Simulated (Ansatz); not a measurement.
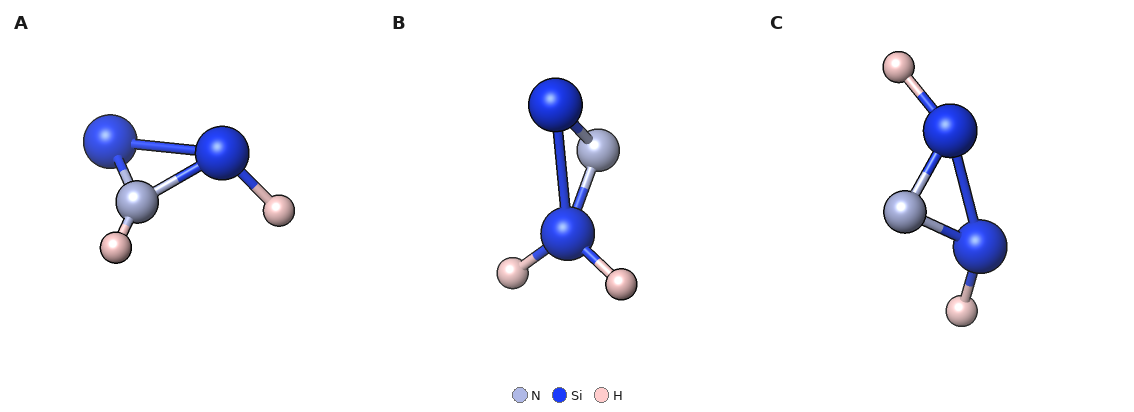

3 stationary structures of one formula. Charge 0, doublet. Geometries: PBE-D4/def2-SVP. Electronic energies: PBE-D4/def2-SVP (Ansatz 0.2.0), without zero-point energy. No frequency run is at hand to confirm each as a minimum.

**Rank them by energy, lowest first.**

A is lowest (C1); B lies 12.9 kJ/mol above it (Cs), C lies 142.3 kJ/mol above it (Cs).
